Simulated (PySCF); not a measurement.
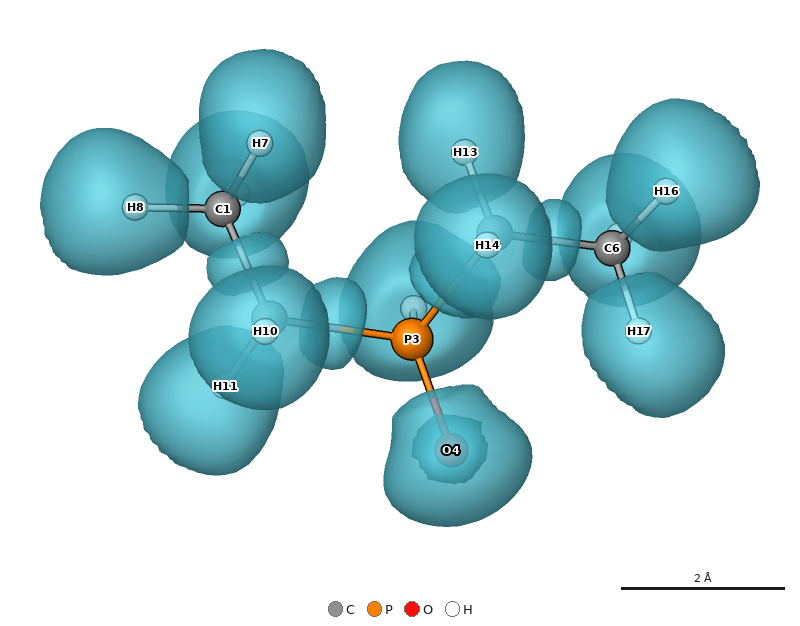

Figure. C4H11OP. Isosurface of the ELF at 0.75 (cyan), seen across its widest extent. Core shells and regions of very low density are left out.

Geometry: GFN2-xTB.

These are results of PySCF 2.14.0, PBE0/pcSseg-1, SCF density, gas phase, non-relativistic, not measurements.

```yaml
atoms:
  - { symbol: C, position_ang: [-2.3017, 0.3649, -0.1059] }
  - { symbol: C, position_ang: [-1.5455, -0.8852, 0.3101] }
  - { symbol: P, position_ang: [0.2374, -0.8695, -0.1131] }
  - { symbol: O, position_ang: [0.9107, -2.1467, 0.1339] }
  - { symbol: C, position_ang: [1.0185, 0.5600, 0.7300] }
  - { symbol: C, position_ang: [2.4877, 0.5959, 0.3356] }
  - { symbol: H, position_ang: [-1.9894, 1.2238, 0.4830] }
  - { symbol: H, position_ang: [-3.3711, 0.2252, 0.0372] }
  - { symbol: H, position_ang: [-2.1229, 0.5839, -1.1566] }
  - { symbol: H, position_ang: [-1.6109, -1.0573, 1.3890] }
  - { symbol: H, position_ang: [-1.9513, -1.7748, -0.1814] }
  - { symbol: H, position_ang: [0.2465, -0.4816, -1.4570] }
  - { symbol: H, position_ang: [0.5151, 1.4894, 0.4654] }
  - { symbol: H, position_ang: [0.9126, 0.3943, 1.8065] }
  - { symbol: H, position_ang: [2.5871, 0.7689, -0.7353] }
  - { symbol: H, position_ang: [3.0200, 1.3824, 0.8673] }
  - { symbol: H, position_ang: [2.9502, -0.3616, 0.5680] }
```

Question: What do the ELF domains correspond to?

Answer: At this value the surface marks out two regions between bonded C–C atoms (shared pairs), two regions between bonded C–P atoms (shared pairs), eleven regions around hydrogen nuclei and one region wrapped around O (its lone pairs, merged into a ring or cap). Profiles from the grid: P–O (1.46 Å): the ELF peaks at about 0.80 between the atoms (a short, strongly polar bond). C–C (1.52 Å): the ELF peaks at about 0.95 between the atoms; a covalent bond.
